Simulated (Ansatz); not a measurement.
Input file:

```
crystal:
  periodic: [false, false, false]
  atoms:
    - { symbol: Si, position_ang: [-0.1327, -0.8275, 0.3905] }
    - { symbol: Si, position_ang: [-0.1461, 1.5869, 1.3498] }
    - { symbol: H, position_ang: [-1.4234, -0.9272, 1.1423] }
    - { symbol: H, position_ang: [0.5814, -1.8924, 1.1051] }
    - { symbol: Si, position_ang: [-0.7259, -0.9796, -1.8277] }
    - { symbol: H, position_ang: [1.2913, 0.7201, 0.5208] }
    - { symbol: O, position_ang: [1.7384, -0.2032, -0.2409] }
    - { symbol: H, position_ang: [0.7254, 2.7714, 1.4637] }
    - { symbol: H, position_ang: [-0.5525, 1.3281, 2.7306] }
    - { symbol: H, position_ang: [-1.3256, 2.0848, 0.6403] }
    - { symbol: H, position_ang: [-0.677, 0.3165, -2.5126] }
    - { symbol: H, position_ang: [-2.0935, -1.4826, -1.99] }
    - { symbol: H, position_ang: [0.1316, -1.8888, -2.5928] }
    - { symbol: H, position_ang: [2.6088, -0.6066, -0.1792] }
magnetization:
  spin_polarized: true
basis:
  gaussian: { orbitals: def2-SVP }
hamiltonian:
  xc: blyp
relax:
  f_tol: 0.15
  max_steps: 25
  restrain:
    - { distance: [0, 6], at: 3.07, k: 30.0 }
    - { distance: [5, 1], at: 2.72, k: 30.0 }
    - { distance: [0, 1], at: 2.22, k: 30.0 }
    - { distance: [5, 6], at: 0.97, k: 30.0 }
output:
  orbitals: {}
```

Command:

```sh
ansatz run input.yaml --threads 4 --pin off --max-ram 5120MiB --backend cpu --events-out ev --progress --plain --runs-dir out
```

The fields are those of the run's last geometry, not of the input's.

Not at a stationary point (largest force 1.3 eV/Å).

These are results of Ansatz 0.2.0, UKS BLYP/def2-SVP, not measurements.

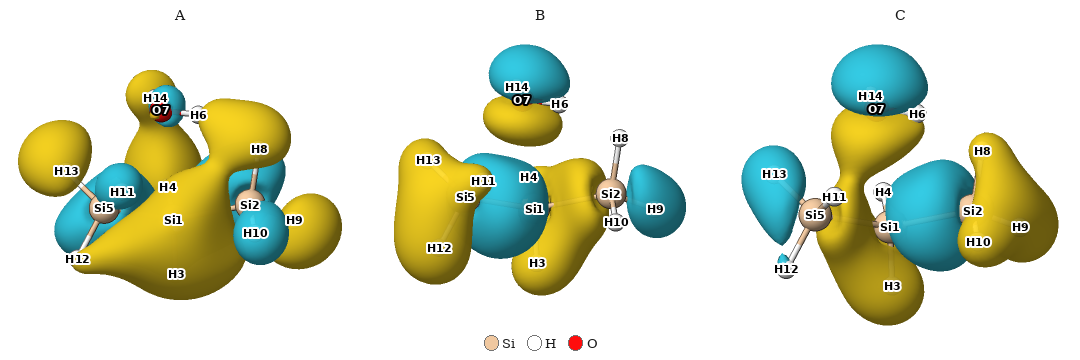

H8Si3···H2O. Three frontier orbitals at ±0.06 Å⁻³ᐟ² (yellow and cyan are the two phases), in no order.

Q: Which picture is the HOMO−1, the HOMO and the LUMO?

A: C is the HOMO−1 (−6.99 eV). By Hirshfeld shares it lies mainly on O7 (about 35 %), Si1 (about 20 %) and Si2 (about 20 %). B is the HOMO (−6.62 eV). Its weight (Hirshfeld) is mainly on Si1 (about 25 %), Si5 (about 25 %), O7 (about 20 %) and H12 (about 5 %). A is the LUMO (−0.62 eV). Its weight (Hirshfeld) is mainly on Si1 (about 25 %), Si2 (about 20 %), Si5 (about 15 %) and H4 (about 10 %).

Q: What is the HOMO–LUMO gap?

A: 6.00 eV between the orbital energies.
